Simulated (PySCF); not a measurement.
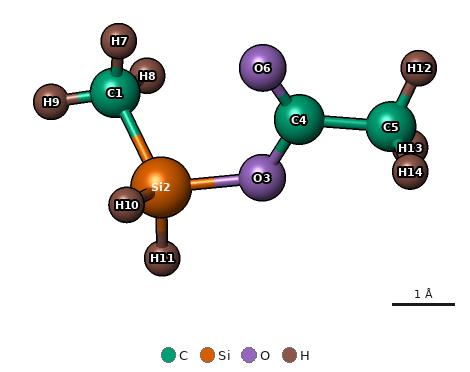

*The structure as given in the input (ball-and-stick view, seen at a tilt; atoms are numbered from 1 in the order of the input).*

**C₃H₈O₂Si: geometry relaxation**

The run: geometry relaxation of C₃H₈O₂Si. Method and program: PBE0-D3(BJ)/def2-SVP geometry optimisation, gas phase (PySCF 2.14.0).

## Input file
```
{"job": {"xc": "PBE0", "basis": "def2-SVP", "d3": "d3bj", "grid": 1, "kind": "geom"}, "charge": 0, "multiplicity": 1}
C      2.210620    -0.535210     0.465040
Si     1.256360     0.860770    -0.388420
O     -0.325630     0.408290    -0.676930
C     -1.192460     0.042850     0.257020
C     -2.537590    -0.318450    -0.315130
O     -0.919250     0.021130     1.427160
H      1.852010    -0.684080     1.480860
H      2.092390    -1.476980    -0.067240
H      3.272310    -0.314790     0.517490
H      1.249880     2.088930     0.404140
H      1.637130     1.072930    -1.781340
H     -3.081850    -0.947560     0.382920
H     -2.414420    -0.817700    -1.271820
H     -3.100860     0.598930    -0.478080
```

The first line tells a small driver script what to run in PySCF; the rest is the geometry in Å.

Machine: 1 CPU thread, shared host.

## Log
```
step   0  E = -558.42705252  max force = 0.019775
step   1  E = -558.43114540  max force = 0.007888
step   2  E = -558.43130879  max force = 0.004249
step   3  E = -558.43174439  max force = 0.001619
step   4  E = -558.43182047  max force = 0.002418
step   5  E = -558.43185939  max force = 0.000500
step   6  E = -558.43188263  max force = 0.000535
step   7  E = -558.43191684  max force = 0.001012
step   8  E = -558.43195714  max force = 0.001410
step   9  E = -558.43200006  max force = 0.001381
step  10  E = -558.43203418  max force = 0.000787
step  11  E = -558.43204932  max force = 0.000469
step  12  E = -558.43205005  max force = 0.000384
optimisation converged
```

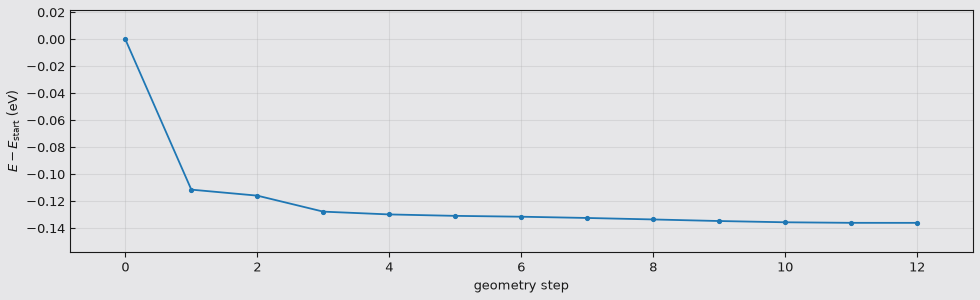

*Progress of the relaxation, step by step (steps are counted from 0).*

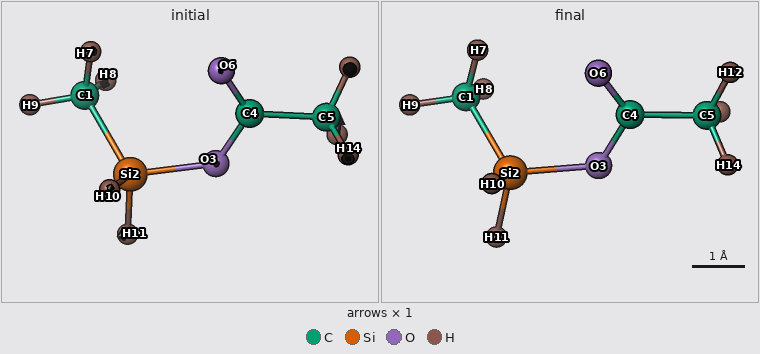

*Before (left) and after (right) the relaxation, at one scale (ball-and-stick view, seen at a tilt). The black arrows give the displacements, at true length.*

The largest move after the best rigid fit is that of H13, 0.44 Å. By element the largest moves are H 0.44 Å, O 0.10 Å, C 0.06 Å, Si 0.04 Å. Among the contacts that change: Si2–O3 1.671 → 1.723 Å, C1–Si2 1.894 → 1.862 Å, Si2–H10 1.462 → 1.489 Å, O3–C4 1.326 → 1.338 Å. Among the angles that change: Si2–O3–C4 124.9° → 118.3°, O3–Si2–H11 97.0° → 101.9°, H10–Si2–H11 113.4° → 109.5°. The energy falls by 0.136 eV in 12 geometry steps. The largest force component goes from 1 to 0.02 eV/Å. (Atoms are counted from 1 in the order of the input.)

## Key numbers

| quantity | value |
| --- | --- |
| outcome | converged |
| total energy | −558.432050 hartree |
| dipole moment | 1.40 D |
| point group | C1 |
| wall time | 75 s |
| peak memory | 0.52 GiB |
